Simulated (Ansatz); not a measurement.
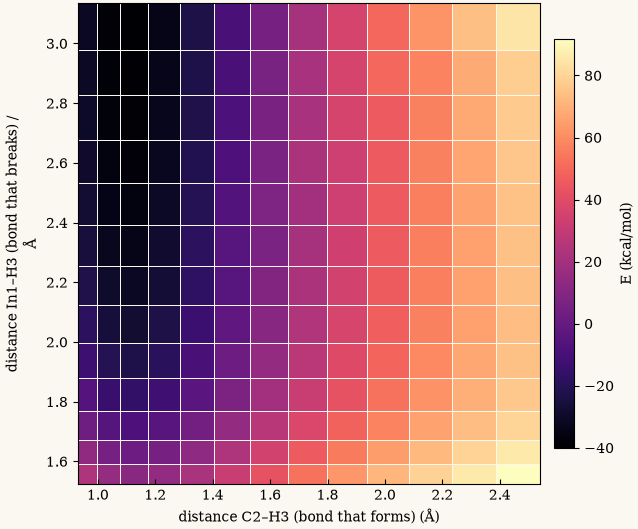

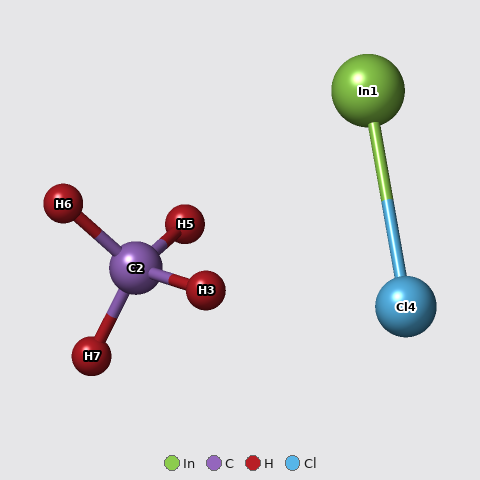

Energy landscape of the reacting system CH₄ClIn (fragments ClHIn + CH₃ where the first distance is long, ClIn + CH₄ where the second is long). First axis: distance C2–H3 (bond that forms). Second axis: distance In1–H3 (bond that breaks). Relaxed at each point: all other coordinates. Grid: 13 × 13 points. Points are written as (first, second). Energies: kcal/mol, counted from a guessed transition structure relaxed with its forming and breaking bonds held. Energies and slopes of some neighbouring points disagree (a jump in structure or state, or too coarse a mesh). The reference is spin-restricted, so regions where a bond is pulled apart into radicals lie too high. These are results of RHF/def2-SVP (Ansatz), not measurements.

The picture shows one coloured cell a grid point. The second picture is the structure at the lowest point.

> What does the map say about the system?

The lowest grid point is at (1.123 Å, 3.057 Å), −40 kcal/mol from a guessed transition structure relaxed with its forming and breaking bonds held. It lies in a valley that leaves the map towards separated partners. The highest grid point, (2.463 Å, 1.557 Å), lies 132 kcal/mol above the lowest.

Grid values (kcal/mol):

| second ↓, first → | 0.963 | 1.030 | 1.123 | 1.228 | 1.343 | 1.465 | 1.594 | 1.728 | 1.867 | 2.010 | 2.157 | 2.308 | 2.463 |
| --- | --- | --- | --- | --- | --- | --- | --- | --- | --- | --- | --- | --- | --- |
| 3.057 | −32 | −39 | −40 | −34 | −24 | −10 | 6 | 21 | 36 | 50 | 62 | 74 | 85 |
| 2.902 | −31 | −38 | −40 | −34 | −23 | −9 | 6 | 21 | 36 | 50 | 57 | 68 | 78 |
| 2.751 | −30 | −37 | −39 | −33 | −22 | −9 | 6 | 22 | 36 | 46 | 57 | 67 | 77 |
| 2.604 | −29 | −36 | −38 | −32 | −21 | −8 | 7 | 22 | 33 | 45 | 57 | 67 | 76 |
| 2.461 | −28 | −35 | −36 | −31 | −20 | −7 | 8 | 20 | 33 | 45 | 56 | 66 | 75 |
| 2.322 | −25 | −32 | −34 | −29 | −18 | −5 | 7 | 21 | 34 | 46 | 56 | 66 | 74 |
| 2.188 | −22 | −30 | −32 | −27 | −17 | −5 | 9 | 22 | 35 | 46 | 56 | 66 | 74 |
| 2.059 | −18 | −26 | −28 | −23 | −14 | −2 | 11 | 24 | 36 | 47 | 57 | 66 | 74 |
| 1.937 | −13 | −21 | −23 | −19 | −10 | 2 | 15 | 27 | 39 | 49 | 59 | 67 | 74 |
| 1.822 | −6 | −14 | −16 | −12 | −4 | 8 | 20 | 32 | 43 | 53 | 62 | 69 | 76 |
| 1.717 | 3 | −5 | −8 | −4 | 4 | 15 | 26 | 38 | 48 | 58 | 66 | 73 | 80 |
| 1.624 | 14 | 5 | 2 | 5 | 13 | 23 | 35 | 45 | 55 | 64 | 72 | 79 | 86 |
| 1.557 | 24 | 15 | 12 | 15 | 22 | 32 | 43 | 53 | 63 | 71 | 79 | 86 | 92 |

The input of one point:

```yaml
crystal:
  periodic: [false, false, false]
  atoms:
    - { symbol: In, position_ang: [1.828683, -1.943885, 0.756907] }
    - { symbol: C, position_ang: [-0.296003, 0.897986, -0.551188] }
    - { symbol: H, position_ang: [-0.428719, 0.023141, 0.140305] }
    - { symbol: Cl, position_ang: [-0.257838, -2.49, 1.924524] }
    - { symbol: H, position_ang: [-0.040537, 0.557026, -1.554634] }
    - { symbol: H, position_ang: [0.466951, 1.575862, -0.16804] }
    - { symbol: H, position_ang: [-1.272436, 1.379974, -0.547975] }
basis:
  gaussian: { orbitals: def2-SVP }
hamiltonian:
  xc: hf
output:
  forces: true
relax:
  f_tol: 0.02
  max_steps: 50
  escape_saddle: false
  constraints: [{ distance: [1, 2] }, { distance: [0, 2] }]
scf:
  lower_state_search: "off"
```

Time for the 169 points that were run: 29 min on 1 thread of Arm Neoverse V1, with other jobs on the host.
